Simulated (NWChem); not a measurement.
**CH3Cl (chloromethane): TPSS0/def2-TZVP (SMD dmso)**

Aim: the vertical ionisation energy of CH3Cl (chloromethane) at TPSS0/def2-TZVP (SMD dmso), from 2 runs. 

The calculation is run with NWChem 7.3.0.

## Step 1: The system as given

The species is CH3Cl (5 atoms), meant as a singlet with charge 0. SMILES: `CCl`. The shape is that of a PBE0-D4/def2-TZVP optimisation.

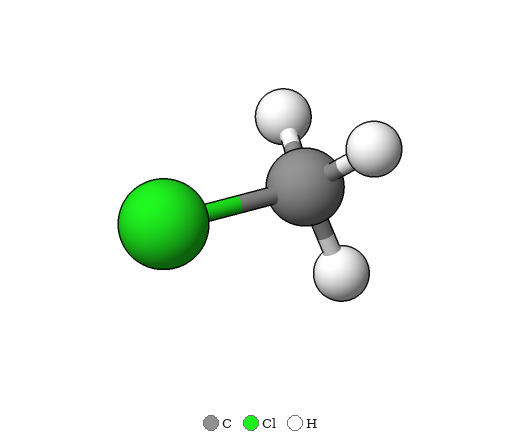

The structure, seen from a chosen angle (carbon grey, chlorine green, hydrogen white).

## Step 2: Energy and one-electron properties at TPSS0/def2-TZVP (SMD dmso)

File nw.nw:

```
start nw
title "CH3Cl properties"
memory total 2200 mb
charge 0

geometry noautoz
C     -0.120900     0.010000     0.051300
Cl     1.469400    -0.290800    -0.672500
H     -0.284800    -0.715400     0.844700
H     -0.880000    -0.097100    -0.720100
H     -0.133800     1.019700     0.455100
end

basis "ao basis" spherical bse
* library def2-TZVP
end

cosmo
do_cosmo_smd true
solvent dmso
end

dft
xc xtpss03 0.75 ctpss03 1.0 hfexch 0.25
grid medium
end

property
mulliken
esp
electrondensity
efieldgrad
moldenfile
molden_norm janpa
end

task dft property
```

Run with:

```console
$ nwchem nw.nw > nw.out
```

Log:

```text
Northwest Computational Chemistry Package (NWChem) 7.3.0
             --------------------------------------------------------

           Job information
           ---------------

    nwchem branch   = 7.3.0
    use scalapack   = T
    input           = nw.nw
    prefix          = nw.
    data base       = ./nw.db
    status          = startup
    nproc           =        1

           Memory information
           ------------------

    heap     =     72089596 doubles =      550.0 Mbytes
    stack    =     72089601 doubles =      550.0 Mbytes
    global   =    144179200 doubles =     1100.0 Mbytes (distinct from heap & stack)
    total    =    288358397 doubles =     2200.0 Mbytes
    verify   = yes
    hardfail = no

           Directory information
           ---------------------

  0 permanent = .
  0 scratch   = .

                                NWChem Input Module
                                -------------------

                                 CH3Cl properties
                                 ----------------

 Scaling coordinates for geometry "geometry" by  1.889725989
 (inverse scale =  0.529177249)

 C3  symmetry detected

                             Geometry "geometry" -> ""
                             -------------------------

 Output coordinates in angstroms (scale by  1.889725989 to convert to a.u.)

  No.       Tag          Charge          X              Y              Z
 ---- ---------------- ---------- -------------- -------------- --------------
    1 C                    6.0000     0.00000000     0.00000000    -1.11911986
    2 Cl                  17.0000    -0.00000000     0.00000000     0.65384973
    3 H                    1.0000    -0.13943894     1.02091902    -1.46690878
    4 H                    1.0000    -0.81442234    -0.63121718    -1.46690878
    5 H                    1.0000     0.95386128    -0.38970185    -1.46690878

      Atomic Mass
      -----------

      C                 12.000000
      Cl                34.968850
      H                  1.007825

 Effective nuclear repulsion energy (a.u.)      51.5382909021

            Nuclear Dipole moment (a.u.)
            ----------------------------
        X                 Y               Z
 ---------------- ---------------- ----------------
     0.0000000000     0.0000000000    -0.0000000000

      Symmetry information
      --------------------

 Group name             C3
 Group number              5
 Group order               3
 No. of unique centers     3

      Symmetry unique atoms

     1    2    3

            XYZ format geometry
            -------------------
     5
 geometry
 C                     0.00000000     0.00000000    -1.11911986
 Cl                   -0.00000000     0.00000000     0.65384973
 H                    -0.13943894     1.02091902    -1.46690878
 H                    -0.81442234    -0.63121718    -1.46690878
 H                     0.95386128    -0.38970185    -1.46690878

 ==============================================================================
                                internuclear distances
 ------------------------------------------------------------------------------
       center one      |      center two      | atomic units |  angstroms
 ------------------------------------------------------------------------------
    2 Cl               |   1 C                |     3.35043  |     1.77297
    3 H                |   1 C                |     2.05509  |     1.08751
    4 H                |   1 C                |     2.05509  |     1.08751
    5 H                |   1 C                |     2.05509  |     1.08751
 ------------------------------------------------------------------------------
                         number of included internuclear distances:          4
 ==============================================================================

 ==============================================================================
                                 internuclear angles
 ------------------------------------------------------------------------------
        center 1       |       center 2       |       center 3       |  degrees
 ------------------------------------------------------------------------------
    2 Cl               |   1 C                |   3 H                |   108.65
    2 Cl               |   1 C                |   4 H                |   108.65
    2 Cl               |   1 C                |   5 H                |   108.65
    3 H                |   1 C                |   4 H                |   110.28
    3 H                |   1 C                |   5 H                |   110.28
    4 H                |   1 C                |   5 H                |   110.28
 ------------------------------------------------------------------------------
                            number of included internuclear angles:          6
 ==============================================================================

 Summary of "ao basis" -> "" (spherical)
 ------------------------------------------------------------------------------
       Tag                 Description            Shells   Functions and Types
 ---------------- ------------------------------  ------  ---------------------
 *                         def2-TZVP                  on all atoms

                              NWChem Property Module
                              ----------------------

                                 CH3Cl properties

  itol2e modified to match energy
  convergence criterion.

                                 NWChem DFT Module
                                 -----------------

                                 CH3Cl properties

[... 97 lines left out ...]
  convergence criterion.
[... 15 lines left out ...]
          Convergence on energy requested:  1.00D-07
          Convergence on density requested:  1.00D-05
          Convergence on gradient requested:  5.00D-04
[... 19 lines left out ...]
          Spatial weights used:  Erf1
[... 1 line left out ...]
          Convergence Information
[... 1 line left out ...]
          Convergence aids based upon iterative change in
          total energy or number of iterations.
[... 58 lines left out ...]
   convergence    iter        energy       DeltaE   RMS-Dens  Diis-err    time
[... 14 lines left out ...]
   convergence    iter        energy       DeltaE   RMS-Dens  Diis-err    time
[... 10 lines left out ...]
         Total DFT energy =     -500.150015636279
      One electron energy =     -790.965498247550
           Coulomb energy =      274.106423105564
    Exchange-Corr. energy =      -34.818103152622
 Nuclear repulsion energy =       51.538290902133
[... 1 line left out ...]
             COSMO energy =       -0.011128243804
[... 10 lines left out ...]
                               delta internal energy  =         0.000891741399 (    0.56 kcal/mol)
[... 15 lines left out ...]
                       DFT Final Molecular Orbital Analysis
[... 899 lines left out ...]
                                                                Free electrons             Valency
                              Number of         Sum of          + Bond indices         - Bond indices
                Valency     Free electrons    Bond indices     =Mulliken charge     = Net spin population
     1  C       3.88641        2.41694          3.88641           6.30335                 0.00000
     2  Cl      1.02794       16.18883          1.02794          17.21678                -0.00000
     3  H       0.96055       -0.13393          0.96055           0.82662                -0.00000
     4  H       0.96055       -0.13393          0.96055           0.82662                -0.00000
     5  H       0.96055       -0.13393          0.96055           0.82662                 0.00000

          ---------------------------------------------
          Electrostatic potential/diamagnetic shielding
          ---------------------------------------------

 1 a.u. = 9.07618 esu/cm ( or statvolts )
   Point      X         Y         Z     Total Potential(a.u.)   Diamagnetic shielding(a.u.)
    1 C    0.00000   0.00000  -2.11483     -14.725405            21.241759
    2 Cl  -0.00000   0.00000   1.23560     -64.437728            66.911416
    3 H   -0.26350   1.92926  -2.77206      -1.108561             8.411360
    4 H   -1.53904  -1.19283  -2.77206      -1.108626             8.411360
    5 H    1.80254  -0.73643  -2.77206      -1.108646             8.411360

          -----------------------
          Electric field gradient
          -----------------------

 1 a.u. = 0.324123 10**(16) esu/cm**3  ( or statvolts/cm**2 ) = 0.97174 10**(22) v/m**2

 ------------------------------------------------------------
   Atom      X         Y         Z
 ------------------------------------------------------------
    1 C    0.00000   0.00000  -2.11483
 ------------------------------------------------------------

 Electric field gradient in molecular frame (a.u.)
         XX             YY             ZZ             XY             XZ             YZ
 ------------------------------------------------------------------------------------------
        0.251675       0.251676      -0.503351      -0.000001       0.000004       0.000004

 Principal components (a.u.) and orientation
 of principal axis w.r.t. absolute frame                      Asymmetry parameter eta
 --------------------------------------------------------------------------------------
       -0.503351       0.251676       0.251674                       0.000004

       -0.000005      -0.555618       0.831438
       -0.000006       0.831438       0.555618
        1.000000       0.000002       0.000007

 ------------------------------------------------------------
   Atom      X         Y         Z
 ------------------------------------------------------------
    2 Cl  -0.00000   0.00000   1.23560
 ------------------------------------------------------------

 Electric field gradient in molecular frame (a.u.)
         XX             YY             ZZ             XY             XZ             YZ
 ------------------------------------------------------------------------------------------
        1.874099       1.874102      -3.748201      -0.000007      -0.000006       0.000002

 Principal components (a.u.) and orientation
 of principal axis w.r.t. absolute frame                      Asymmetry parameter eta
 --------------------------------------------------------------------------------------
       -3.748201       1.874108       1.874094                       0.000004

        0.000001      -0.613773       0.789483
       -0.000000       0.789483       0.613773
        1.000000       0.000001      -0.000001

 ------------------------------------------------------------
   Atom      X         Y         Z
 ------------------------------------------------------------
    3 H   -0.26350   1.92926  -2.77206
 ------------------------------------------------------------

 Electric field gradient in molecular frame (a.u.)
         XX             YY             ZZ             XY             XZ             YZ
 ------------------------------------------------------------------------------------------
        0.147406      -0.242364       0.094958       0.054226      -0.017411       0.127231

 Principal components (a.u.) and orientation
 of principal axis w.r.t. absolute frame                      Asymmetry parameter eta
 --------------------------------------------------------------------------------------
       -0.292347       0.154810       0.137537                       0.059084

       -0.128429       0.990895      -0.040416
        0.940457       0.134622       0.312119
       -0.314718      -0.002076       0.949183

 ------------------------------------------------------------
   Atom      X         Y         Z
 ------------------------------------------------------------
    4 H   -1.53904  -1.19283  -2.77206
 ------------------------------------------------------------

 Electric field gradient in molecular frame (a.u.)
         XX             YY             ZZ             XY             XZ             YZ
 ------------------------------------------------------------------------------------------
       -0.097942       0.003036       0.094906      -0.195944      -0.101538      -0.078672

 Principal components (a.u.) and orientation
 of principal axis w.r.t. absolute frame                      Asymmetry parameter eta
 --------------------------------------------------------------------------------------
       -0.292398       0.154891       0.137506                       0.059456

        0.750240      -0.612765      -0.248312
        0.581418       0.790265      -0.193479
        0.314790       0.000782       0.949161

 ------------------------------------------------------------
   Atom      X         Y         Z
 ------------------------------------------------------------
    5 H    1.80254  -0.73643  -2.77206
 ------------------------------------------------------------

 Electric field gradient in molecular frame (a.u.)
         XX             YY             ZZ             XY             XZ             YZ
 ------------------------------------------------------------------------------------------
       -0.191909       0.096975       0.094934       0.141681       0.118909      -0.048635

 Principal components (a.u.) and orientation
 of principal axis w.r.t. absolute frame                      Asymmetry parameter eta
 --------------------------------------------------------------------------------------
       -0.292406       0.154862       0.137544                       0.059227

        0.878634       0.377474       0.292431
       -0.359022       0.926017      -0.116601
       -0.314810      -0.002539       0.949151

          ---------------------
          Electron/spin density
          ---------------------

 1 a.u. = 4.80286 10**(-10) esu

 Total electron density
 ----------------------
   Point      X         Y         Z      Density (a.u.)
    1 C    0.00000   0.00000  -2.11483     122.145091
    2 Cl  -0.00000   0.00000   1.23560    3101.962117
    3 H   -0.26350   1.92926  -2.77206       0.433435
    4 H   -1.53904  -1.19283  -2.77206       0.433435
    5 H    1.80254  -0.73643  -2.77206       0.433435
 MOLDEN output will be written to the file ./nw.molden
  do_norm_janpa  T
  do_norm_nwchem  F
  molden scftype: RHF                  spinref:                     1

 Task  times  cpu:       10.0s     wall:       10.0s
 Total times  cpu:       10.1s     wall:       10.1s
```

Wall time 11 s (1 thread of INTEL XEON PLATINUM 8581C at 2.30GHz (Emerald Rapids), shared host); peak memory 0.11 GiB.

Atomic charges (e):

```tsv
atom	Mulliken
C1	-0.303
Cl2	-0.217
H3	+0.173
H4	+0.173
H5	+0.173
```

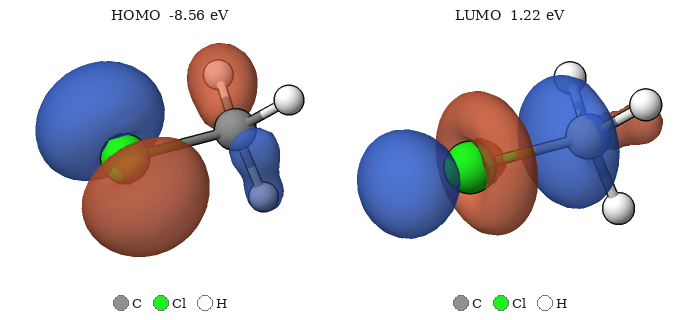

Frontier orbitals of this run, surfaces at ±0.2 Å^-3/2.

[end of part 1 of 2]
